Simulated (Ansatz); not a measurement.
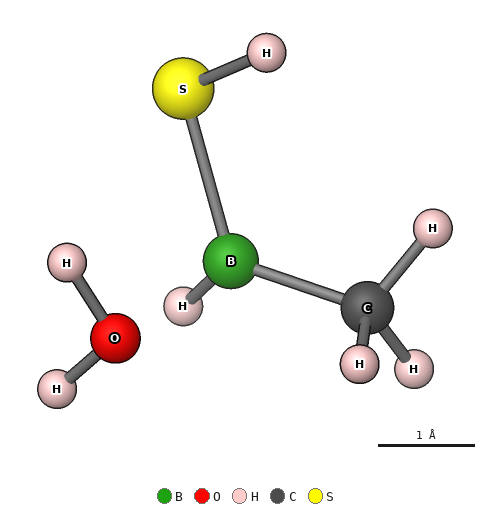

Fig. 1: The starting structure (ball-and-stick view, seen at a tilt). Bond lengths as drawn: B–C 1.59 Å, B–H 1.20 Å, B–S 1.88 Å, C–H 1.10 Å, H–O 0.97 to 0.98 Å and H–S 1.35 Å.

Molecular dynamics, with input and output: CH₇BOS (part 1 of 5)

- system: CH₇BOS
- method: RKS B3LYP-D4/6-31G* (Ansatz 0.2.0)

It belongs to a series of runs on one base structure; here: dynamics from the highest image of the converged band.

Input
```yaml
crystal:
  periodic: [false, false, false]
  atoms:
    - { symbol: B, position_ang: [-0.004935, 0.459921, 0.038937] }
    - { symbol: O, position_ang: [0.091234, -0.158211, 1.8463] }
    - { symbol: H, position_ang: [-0.656726, -0.77127, 1.94962] }
    - { symbol: C, position_ang: [1.417564, 0.06803, -0.559608] }
    - { symbol: H, position_ang: [1.322781, -0.674805, -1.360895] }
    - { symbol: H, position_ang: [1.955083, 0.927228, -0.978011] }
    - { symbol: H, position_ang: [2.065532, -0.373642, 0.207447] }
    - { symbol: H, position_ang: [-0.987549, -0.163969, -0.257255] }
    - { symbol: S, position_ang: [-0.452342, 2.264428, 0.319267] }
    - { symbol: H, position_ang: [0.793201, 2.790484, 0.347043] }
    - { symbol: H, position_ang: [-0.176942, 0.660009, 2.307053] }
basis:
  gaussian: { orbitals: "6-31G*" }
hamiltonian:
  xc: b3lyp
  dispersion: d4
md:
  timestep: 0.5
  n_steps: 118
  ensemble: nve
  temperature: 100.0
  initial_velocities: maxwell_boltzmann
  seed: 7535
```

Machine: 1 thread of Arm Neoverse V2, 24 GiB of memory available, shared host.

Launch command:
```bash
ansatz run input.yaml --threads 1 --pin off --max-ram 2048MiB --backend cpu --events-out ev --progress --plain --runs-dir out
```

Log
```
Engine: ansatz 0.2.0, aarch64-unknown-linux-gnu
Functional definition: B3LYP
  parameter a0 = 0.2
  parameter ax = 0.72
  parameter ac = 0.81
  exchange = (1 - a0 - ax)*slater_x + ax*b88_x + a0*exact_x
  correlation = (1 - ac)*vwn_rpa_c + ac*lyp_c
884 factors; integrals over basis functions are off by at most 5.1e-4 eV
mean field evaluation 1: about -14704.0455 eV, gradient 5.6e1 eV
mean field evaluation 2: about -14699.8624 eV, gradient 7.2e1 eV
mean field evaluation 4: about -14710.5194 eV, gradient 2.3e0 eV
mean field evaluation 8: about -14710.5432 eV, gradient 1.5e-1 eV
mean field evaluation 16: about -14710.5432 eV, gradient 1.1e-5 eV
mean field -14710.54324552 eV, -540.6024931085 hartree, gradient 1.1e-5 eV, S^2 0.000000; 0 other end points of the search recorded, 0 dependent functions left out
the calculation of the forces begins
reference -14710.54346972 eV, -540.6025013477 hartree; 21, 21 occupied and 57, 57 virtual orbitals, 884 factors
md step     0: t =     0.00 fs  T =   100.0 K  F+E_penalty+E_count = -14710.85796039 eV  E_kin = 0.116334 eV  conserved = -14710.74162639 eV  (26 SCF iters)
these checks for a lower state are left out or cut short: starts, cluster_reference, orbital_swaps, neighbouring_geometries, increment
884 factors; integrals over basis functions are off by at most 5.1e-4 eV
mean field -14710.54099257 eV, -540.6024103140 hartree, gradient 2.2e-5 eV, S^2 0.000000; 0 other end points of the search recorded, 0 dependent functions left out
the calculation of the forces begins
reference -14710.54121685 eV, -540.6024185565 hartree; 21, 21 occupied and 57, 57 virtual orbitals, 884 factors
md step     1: t =     0.50 fs  T =    98.0 K  F+E_penalty+E_count = -14710.85554028 eV  E_kin = 0.113954 eV  conserved = -14710.74158640 eV  (23 SCF iters)
[... from here on the SCF iterations and repeated set-up lines of each step are left out, up to the last step ...]
md step     2: t =     1.00 fs  T =    92.2 K  F+E_penalty+E_count = -14710.84869106 eV  E_kin = 0.107215 eV  conserved = -14710.74147650 eV  (23 SCF iters)
md step     3: t =     1.50 fs  T =    84.1 K  F+E_penalty+E_count = -14710.83913397 eV  E_kin = 0.097801 eV  conserved = -14710.74133267 eV  (22 SCF iters)
md step     4: t =     2.00 fs  T =    75.6 K  F+E_penalty+E_count = -14710.82912351 eV  E_kin = 0.087923 eV  conserved = -14710.74120092 eV  (23 SCF iters)
md step     5: t =     2.50 fs  T =    68.4 K  F+E_penalty+E_count = -14710.82073026 eV  E_kin = 0.079610 eV  conserved = -14710.74112038 eV  (23 SCF iters)
md step     6: t =     3.00 fs  T =    63.7 K  F+E_penalty+E_count = -14710.81522461 eV  E_kin = 0.074114 eV  conserved = -14710.74111106 eV  (23 SCF iters)
md step     7: t =     3.50 fs  T =    61.5 K  F+E_penalty+E_count = -14710.81276295 eV  E_kin = 0.071596 eV  conserved = -14710.74116730 eV  (23 SCF iters)
md step     8: t =     4.00 fs  T =    61.2 K  F+E_penalty+E_count = -14710.81246967 eV  E_kin = 0.071207 eV  conserved = -14710.74126259 eV  (23 SCF iters)
md step     9: t =     4.50 fs  T =    61.5 K  F+E_penalty+E_count = -14710.81285391 eV  E_kin = 0.071494 eV  conserved = -14710.74135944 eV  (22 SCF iters)
md step    10: t =     5.00 fs  T =    61.0 K  F+E_penalty+E_count = -14710.81239306 eV  E_kin = 0.070969 eV  conserved = -14710.74142367 eV  (23 SCF iters)
md step    11: t =     5.50 fs  T =    59.0 K  F+E_penalty+E_count = -14710.81006972 eV  E_kin = 0.068635 eV  conserved = -14710.74143520 eV  (23 SCF iters)
md step    12: t =     6.00 fs  T =    55.3 K  F+E_penalty+E_count = -14710.80569109 eV  E_kin = 0.064298 eV  conserved = -14710.74139305 eV  (23 SCF iters)
md step    13: t =     6.50 fs  T =    50.4 K  F+E_penalty+E_count = -14710.79990915 eV  E_kin = 0.058595 eV  conserved = -14710.74131433 eV  (23 SCF iters)
md step    14: t =     7.00 fs  T =    45.3 K  F+E_penalty+E_count = -14710.79395984 eV  E_kin = 0.052734 eV  conserved = -14710.74122577 eV  (23 SCF iters)
md step    15: t =     7.50 fs  T =    41.3 K  F+E_penalty+E_count = -14710.78923529 eV  E_kin = 0.048079 eV  conserved = -14710.74115608 eV  (23 SCF iters)
md step    16: t =     8.00 fs  T =    39.3 K  F+E_penalty+E_count = -14710.78683543 eV  E_kin = 0.045710 eV  conserved = -14710.74112571 eV  (23 SCF iters)
md step    17: t =     8.50 fs  T =    39.6 K  F+E_penalty+E_count = -14710.78724532 eV  E_kin = 0.046103 eV  conserved = -14710.74114192 eV  (23 SCF iters)
md step    18: t =     9.00 fs  T =    42.1 K  F+E_penalty+E_count = -14710.79022021 eV  E_kin = 0.049022 eV  conserved = -14710.74119782 eV  (23 SCF iters)
md step    19: t =     9.50 fs  T =    46.1 K  F+E_penalty+E_count = -14710.79489024 eV  E_kin = 0.053614 eV  conserved = -14710.74127623 eV  (23 SCF iters)
md step    20: t =    10.00 fs  T =    50.4 K  F+E_penalty+E_count = -14710.80003251 eV  E_kin = 0.058678 eV  conserved = -14710.74135478 eV  (23 SCF iters)
md step    21: t =    10.50 fs  T =    54.2 K  F+E_penalty+E_count = -14710.80442555 eV  E_kin = 0.063014 eV  conserved = -14710.74141158 eV  (23 SCF iters)
md step    22: t =    11.00 fs  T =    56.5 K  F+E_penalty+E_count = -14710.80719029 eV  E_kin = 0.065759 eV  conserved = -14710.74143150 eV  (27 SCF iters)
md step    23: t =    11.50 fs  T =    57.3 K  F+E_penalty+E_count = -14710.80802350 eV  E_kin = 0.066612 eV  conserved = -14710.74141101 eV  (23 SCF iters)
md step    24: t =    12.00 fs  T =    56.6 K  F+E_penalty+E_count = -14710.80725107 eV  E_kin = 0.065892 eV  conserved = -14710.74135948 eV  (22 SCF iters)
md step    25: t =    12.50 fs  T =    55.3 K  F+E_penalty+E_count = -14710.80567655 eV  E_kin = 0.064380 eV  conserved = -14710.74129704 eV  (23 SCF iters)
md step    26: t =    13.00 fs  T =    54.2 K  F+E_penalty+E_count = -14710.80426800 eV  E_kin = 0.063021 eV  conserved = -14710.74124681 eV  (23 SCF iters)
md step    27: t =    13.50 fs  T =    53.8 K  F+E_penalty+E_count = -14710.80380101 eV  E_kin = 0.062575 eV  conserved = -14710.74122568 eV  (23 SCF iters)
md step    28: t =    14.00 fs  T =    54.5 K  F+E_penalty+E_count = -14710.80460224 eV  E_kin = 0.063365 eV  conserved = -14710.74123702 eV  (23 SCF iters)
md step    29: t =    14.50 fs  T =    56.1 K  F+E_penalty+E_count = -14710.80649452 eV  E_kin = 0.065223 eV  conserved = -14710.74127140 eV  (23 SCF iters)
md step    30: t =    15.00 fs  T =    58.1 K  F+E_penalty+E_count = -14710.80893805 eV  E_kin = 0.067625 eV  conserved = -14710.74131288 eV  (23 SCF iters)
md step    31: t =    15.50 fs  T =    60.1 K  F+E_penalty+E_count = -14710.81127331 eV  E_kin = 0.069926 eV  conserved = -14710.74134745 eV  (23 SCF iters)
md step    32: t =    16.00 fs  T =    61.5 K  F+E_penalty+E_count = -14710.81294647 eV  E_kin = 0.071580 eV  conserved = -14710.74136617 eV  (23 SCF iters)
md step    33: t =    16.50 fs  T =    62.1 K  F+E_penalty+E_count = -14710.81365379 eV  E_kin = 0.072288 eV  conserved = -14710.74136563 eV  (23 SCF iters)
md step    34: t =    17.00 fs  T =    61.9 K  F+E_penalty+E_count = -14710.81339976 eV  E_kin = 0.072053 eV  conserved = -14710.74134653 eV  (23 SCF iters)
md step    35: t =    17.50 fs  T =    61.2 K  F+E_penalty+E_count = -14710.81248782 eV  E_kin = 0.071174 eV  conserved = -14710.74131367 eV  (23 SCF iters)
md step    36: t =    18.00 fs  T =    60.3 K  F+E_penalty+E_count = -14710.81144319 eV  E_kin = 0.070167 eV  conserved = -14710.74127630 eV  (23 SCF iters)
md step    37: t =    18.50 fs  T =    59.8 K  F+E_penalty+E_count = -14710.81085846 eV  E_kin = 0.069610 eV  conserved = -14710.74124821 eV  (23 SCF iters)
md step    38: t =    19.00 fs  T =    60.1 K  F+E_penalty+E_count = -14710.81117827 eV  E_kin = 0.069936 eV  conserved = -14710.74124268 eV  (23 SCF iters)
md step    39: t =    19.50 fs  T =    61.2 K  F+E_penalty+E_count = -14710.81249707 eV  E_kin = 0.071232 eV  conserved = -14710.74126505 eV  (23 SCF iters)
md step    40: t =    20.00 fs  T =    62.9 K  F+E_penalty+E_count = -14710.81447164 eV  E_kin = 0.073162 eV  conserved = -14710.74130992 eV  (23 SCF iters)
md step    41: t =    20.50 fs  T =    64.5 K  F+E_penalty+E_count = -14710.81640527 eV  E_kin = 0.075043 eV  conserved = -14710.74136184 eV  (23 SCF iters)
md step    42: t =    21.00 fs  T =    65.4 K  F+E_penalty+E_count = -14710.81748716 eV  E_kin = 0.076086 eV  conserved = -14710.74140150 eV  (23 SCF iters)
md step    43: t =    21.50 fs  T =    65.1 K  F+E_penalty+E_count = -14710.81709412 eV  E_kin = 0.075681 eV  conserved = -14710.74141295 eV  (22 SCF iters)
md step    44: t =    22.00 fs  T =    63.3 K  F+E_penalty+E_count = -14710.81503956 eV  E_kin = 0.073650 eV  conserved = -14710.74138954 eV  (23 SCF iters)
md step    45: t =    22.50 fs  T =    60.5 K  F+E_penalty+E_count = -14710.81167805 eV  E_kin = 0.070341 eV  conserved = -14710.74133659 eV  (23 SCF iters)
md step    46: t =    23.00 fs  T =    57.2 K  F+E_penalty+E_count = -14710.80782529 eV  E_kin = 0.066556 eV  conserved = -14710.74126968 eV  (27 SCF iters)
md step    47: t =    23.50 fs  T =    54.4 K  F+E_penalty+E_count = -14710.80451384 eV  E_kin = 0.063303 eV  conserved = -14710.74121045 eV  (23 SCF iters)
md step    48: t =    24.00 fs  T =    52.8 K  F+E_penalty+E_count = -14710.80265534 eV  E_kin = 0.061476 eV  conserved = -14710.74117967 eV  (23 SCF iters)
md step    49: t =    24.50 fs  T =    52.9 K  F+E_penalty+E_count = -14710.80271876 eV  E_kin = 0.061529 eV  conserved = -14710.74118928 eV  (23 SCF iters)
md step    50: t =    25.00 fs  T =    54.4 K  F+E_penalty+E_count = -14710.80454340 eV  E_kin = 0.063306 eV  conserved = -14710.74123750 eV  (23 SCF iters)
md step    51: t =    25.50 fs  T =    56.8 K  F+E_penalty+E_count = -14710.80736635 eV  E_kin = 0.066058 eV  conserved = -14710.74130809 eV  (22 SCF iters)
md step    52: t =    26.00 fs  T =    59.1 K  F+E_penalty+E_count = -14710.81007379 eV  E_kin = 0.068697 eV  conserved = -14710.74137656 eV  (23 SCF iters)
md step    53: t =    26.50 fs  T =    60.3 K  F+E_penalty+E_count = -14710.81159358 eV  E_kin = 0.070177 eV  conserved = -14710.74141662 eV  (22 SCF iters)
md step    54: t =    27.00 fs  T =    60.1 K  F+E_penalty+E_count = -14710.81129962 eV  E_kin = 0.069888 eV  conserved = -14710.74141165 eV  (23 SCF iters)
md step    55: t =    27.50 fs  T =    58.4 K  F+E_penalty+E_count = -14710.80927368 eV  E_kin = 0.067914 eV  conserved = -14710.74135999 eV  (23 SCF iters)
md step    56: t =    28.00 fs  T =    55.9 K  F+E_penalty+E_count = -14710.80632780 eV  E_kin = 0.065051 eV  conserved = -14710.74127720 eV  (23 SCF iters)
md step    57: t =    28.50 fs  T =    53.8 K  F+E_penalty+E_count = -14710.80376323 eV  E_kin = 0.062573 eV  conserved = -14710.74119068 eV  (23 SCF iters)
md step    58: t =    29.00 fs  T =    53.1 K  F+E_penalty+E_count = -14710.80293697 eV  E_kin = 0.061805 eV  conserved = -14710.74113164 eV  (23 SCF iters)
md step    59: t =    29.50 fs  T =    54.7 K  F+E_penalty+E_count = -14710.80477095 eV  E_kin = 0.063646 eV  conserved = -14710.74112477 eV  (23 SCF iters)
md step    60: t =    30.00 fs  T =    58.6 K  F+E_penalty+E_count = -14710.80936911 eV  E_kin = 0.068191 eV  conserved = -14710.74117835 eV  (23 SCF iters)
md step    61: t =    30.50 fs  T =    64.1 K  F+E_penalty+E_count = -14710.81588870 eV  E_kin = 0.074608 eV  conserved = -14710.74128071 eV  (22 SCF iters)
md step    62: t =    31.00 fs  T =    69.9 K  F+E_penalty+E_count = -14710.82272987 eV  E_kin = 0.081328 eV  conserved = -14710.74140196 eV  (22 SCF iters)
md step    63: t =    31.50 fs  T =    74.4 K  F+E_penalty+E_count = -14710.82800640 eV  E_kin = 0.086503 eV  conserved = -14710.74150371 eV  (23 SCF iters)
md step    64: t =    32.00 fs  T =    76.2 K  F+E_penalty+E_count = -14710.83015109 eV  E_kin = 0.088601 eV  conserved = -14710.74155036 eV  (23 SCF iters)
md step    65: t =    32.50 fs  T =    74.7 K  F+E_penalty+E_count = -14710.82846011 eV  E_kin = 0.086936 eV  conserved = -14710.74152397 eV  (23 SCF iters)
md step    66: t =    33.00 fs  T =    70.4 K  F+E_penalty+E_count = -14710.82337233 eV  E_kin = 0.081942 eV  conserved = -14710.74143056 eV  (23 SCF iters)
md step    67: t =    33.50 fs  T =    64.5 K  F+E_penalty+E_count = -14710.81636810 eV  E_kin = 0.075068 eV  conserved = -14710.74130052 eV  (23 SCF iters)
md step    68: t =    34.00 fs  T =    58.7 K  F+E_penalty+E_count = -14710.80949457 eV  E_kin = 0.068316 eV  conserved = -14710.74117807 eV  (23 SCF iters)
md step    69: t =    34.50 fs  T =    54.6 K  F+E_penalty+E_count = -14710.80467834 eV  E_kin = 0.063574 eV  conserved = -14710.74110397 eV  (22 SCF iters)
md step    70: t =    35.00 fs  T =    53.3 K  F+E_penalty+E_count = -14710.80308807 eV  E_kin = 0.061988 eV  conserved = -14710.74110043 eV  (27 SCF iters)
md step    71: t =    35.50 fs  T =    54.7 K  F+E_penalty+E_count = -14710.80479093 eV  E_kin = 0.063629 eV  conserved = -14710.74116242 eV  (23 SCF iters)
md step    72: t =    36.00 fs  T =    58.1 K  F+E_penalty+E_count = -14710.80882290 eV  E_kin = 0.067560 eV  conserved = -14710.74126286 eV  (23 SCF iters)
md step    73: t =    36.50 fs  T =    62.1 K  F+E_penalty+E_count = -14710.81360436 eV  E_kin = 0.072239 eV  conserved = -14710.74136549 eV  (23 SCF iters)
md step    74: t =    37.00 fs  T =    65.4 K  F+E_penalty+E_count = -14710.81750870 eV  E_kin = 0.076071 eV  conserved = -14710.74143770 eV  (23 SCF iters)
md step    75: t =    37.50 fs  T =    67.0 K  F+E_penalty+E_count = -14710.81937521 eV  E_kin = 0.077915 eV  conserved = -14710.74146015 eV  (23 SCF iters)
md step    76: t =    38.00 fs  T =    66.5 K  F+E_penalty+E_count = -14710.81882108 eV  E_kin = 0.077391 eV  conserved = -14710.74142963 eV  (22 SCF iters)
md step    77: t =    38.50 fs  T =    64.4 K  F+E_penalty+E_count = -14710.81629982 eV  E_kin = 0.074943 eV  conserved = -14710.74135721 eV  (23 SCF iters)
md step    78: t =    39.00 fs  T =    61.6 K  F+E_penalty+E_count = -14710.81292591 eV  E_kin = 0.071660 eV  conserved = -14710.74126582 eV  (23 SCF iters)
md step    79: t =    39.50 fs  T =    59.3 K  F+E_penalty+E_count = -14710.81012277 eV  E_kin = 0.068940 eV  conserved = -14710.74118227 eV  (23 SCF iters)
md step    80: t =    40.00 fs  T =    58.5 K  F+E_penalty+E_count = -14710.80919513 eV  E_kin = 0.068064 eV  conserved = -14710.74113153 eV  (23 SCF iters)
md step    81: t =    40.50 fs  T =    60.0 K  F+E_penalty+E_count = -14710.81093659 eV  E_kin = 0.069808 eV  conserved = -14710.74112871 eV  (23 SCF iters)
md step    82: t =    41.00 fs  T =    63.8 K  F+E_penalty+E_count = -14710.81539040 eV  E_kin = 0.074215 eV  conserved = -14710.74117490 eV  (23 SCF iters)
md step    83: t =    41.50 fs  T =    69.3 K  F+E_penalty+E_count = -14710.82183485 eV  E_kin = 0.080579 eV  conserved = -14710.74125616 eV  (23 SCF iters)
md step    84: t =    42.00 fs  T =    75.3 K  F+E_penalty+E_count = -14710.82899748 eV  E_kin = 0.087648 eV  conserved = -14710.74134924 eV  (23 SCF iters)
md step    85: t =    42.50 fs  T =    80.8 K  F+E_penalty+E_count = -14710.83541981 eV  E_kin = 0.093991 eV  conserved = -14710.74142840 eV  (23 SCF iters)
md step    86: t =    43.00 fs  T =    84.6 K  F+E_penalty+E_count = -14710.83985903 eV  E_kin = 0.098386 eV  conserved = -14710.74147290 eV  (23 SCF iters)
md step    87: t =    43.50 fs  T =    86.1 K  F+E_penalty+E_count = -14710.84161330 eV  E_kin = 0.100141 eV  conserved = -14710.74147224 eV  (23 SCF iters)
md step    88: t =    44.00 fs  T =    85.3 K  F+E_penalty+E_count = -14710.84068950 eV  E_kin = 0.099261 eV  conserved = -14710.74142864 eV  (23 SCF iters)
md step    89: t =    44.50 fs  T =    82.9 K  F+E_penalty+E_count = -14710.83777187 eV  E_kin = 0.096416 eV  conserved = -14710.74135584 eV  (23 SCF iters)
md step    90: t =    45.00 fs  T =    79.7 K  F+E_penalty+E_count = -14710.83399915 eV  E_kin = 0.092722 eV  conserved = -14710.74127724 eV  (23 SCF iters)
md step    91: t =    45.50 fs  T =    76.8 K  F+E_penalty+E_count = -14710.83060487 eV  E_kin = 0.089388 eV  conserved = -14710.74121708 eV  (22 SCF iters)
md step    92: t =    46.00 fs  T =    75.1 K  F+E_penalty+E_count = -14710.82854178 eV  E_kin = 0.087350 eV  conserved = -14710.74119193 eV  (21 SCF iters)
md step    93: t =    46.50 fs  T =    74.8 K  F+E_penalty+E_count = -14710.82822155 eV  E_kin = 0.087016 eV  conserved = -14710.74120552 eV  (23 SCF iters)
md step    94: t =    47.00 fs  T =    75.8 K  F+E_penalty+E_count = -14710.82945479 eV  E_kin = 0.088207 eV  conserved = -14710.74124821 eV  (27 SCF iters)
md step    95: t =    47.50 fs  T =    77.6 K  F+E_penalty+E_count = -14710.83159417 eV  E_kin = 0.090292 eV  conserved = -14710.74130243 eV  (23 SCF iters)
md step    96: t =    48.00 fs  T =    79.5 K  F+E_penalty+E_count = -14710.83380588 eV  E_kin = 0.092457 eV  conserved = -14710.74134898 eV  (23 SCF iters)
md step    97: t =    48.50 fs  T =    80.8 K  F+E_penalty+E_count = -14710.83537032 eV  E_kin = 0.093998 eV  conserved = -14710.74137233 eV  (23 SCF iters)
md step    98: t =    49.00 fs  T =    81.3 K  F+E_penalty+E_count = -14710.83592505 eV  E_kin = 0.094560 eV  conserved = -14710.74136467 eV  (23 SCF iters)
md step    99: t =    49.50 fs  T =    81.0 K  F+E_penalty+E_count = -14710.83558848 eV  E_kin = 0.094261 eV  conserved = -14710.74132771 eV  (23 SCF iters)
md step   100: t =    50.00 fs  T =    80.5 K  F+E_penalty+E_count = -14710.83493178 eV  E_kin = 0.093659 eV  conserved = -14710.74127301 eV  (23 SCF iters)
md step   101: t =    50.50 fs  T =    80.4 K  F+E_penalty+E_count = -14710.83479590 eV  E_kin = 0.093577 eV  conserved = -14710.74121910 eV  (22 SCF iters)
md step   102: t =    51.00 fs  T =    81.5 K  F+E_penalty+E_count = -14710.83599779 eV  E_kin = 0.094810 eV  conserved = -14710.74118743 eV  (23 SCF iters)
md step   103: t =    51.50 fs  T =    84.1 K  F+E_penalty+E_count = -14710.83901031 eV  E_kin = 0.097818 eV  conserved = -14710.74119221 eV  (23 SCF iters)
md step   104: t =    52.00 fs  T =    88.1 K  F+E_penalty+E_count = -14710.84374340 eV  E_kin = 0.102508 eV  conserved = -14710.74123519 eV  (23 SCF iters)
md step   105: t =    52.50 fs  T =    93.0 K  F+E_penalty+E_count = -14710.84952169 eV  E_kin = 0.108218 eV  conserved = -14710.74130326 eV  (22 SCF iters)
md step   106: t =    53.00 fs  T =    97.9 K  F+E_penalty+E_count = -14710.85529100 eV  E_kin = 0.113918 eV  conserved = -14710.74137302 eV  (21 SCF iters)
md step   107: t =    53.50 fs  T =   101.9 K  F+E_penalty+E_count = -14710.85998378 eV  E_kin = 0.118564 eV  conserved = -14710.74141937 eV  (22 SCF iters)
md step   108: t =    54.00 fs  T =   104.4 K  F+E_penalty+E_count = -14710.86290263 eV  E_kin = 0.121476 eV  conserved = -14710.74142633 eV  (21 SCF iters)
md step   109: t =    54.50 fs  T =   105.4 K  F+E_penalty+E_count = -14710.86396371 eV  E_kin = 0.122570 eV  conserved = -14710.74139358 eV  (23 SCF iters)
md step   110: t =    55.00 fs  T =   105.2 K  F+E_penalty+E_count = -14710.86370037 eV  E_kin = 0.122364 eV  conserved = -14710.74133647 eV  (23 SCF iters)
md step   111: t =    55.50 fs  T =   104.7 K  F+E_penalty+E_count = -14710.86302462 eV  E_kin = 0.121745 eV  conserved = -14710.74127947 eV  (23 SCF iters)
md step   112: t =    56.00 fs  T =   104.5 K  F+E_penalty+E_count = -14710.86284565 eV  E_kin = 0.121600 eV  conserved = -14710.74124614 eV  (23 SCF iters)
md step   113: t =    56.50 fs  T =   105.3 K  F+E_penalty+E_count = -14710.86370414 eV  E_kin = 0.122455 eV  conserved = -14710.74124963 eV  (23 SCF iters)
md step   114: t =    57.00 fs  T =   106.8 K  F+E_penalty+E_count = -14710.86557244 eV  E_kin = 0.124286 eV  conserved = -14710.74128614 eV  (23 SCF iters)
md step   115: t =    57.50 fs  T =   108.8 K  F+E_penalty+E_count = -14710.86790121 eV  E_kin = 0.126562 eV  conserved = -14710.74133950 eV  (23 SCF iters)
md step   116: t =    58.00 fs  T =   110.4 K  F+E_penalty+E_count = -14710.86986903 eV  E_kin = 0.128481 eV  conserved = -14710.74138794 eV  (23 SCF iters)
```
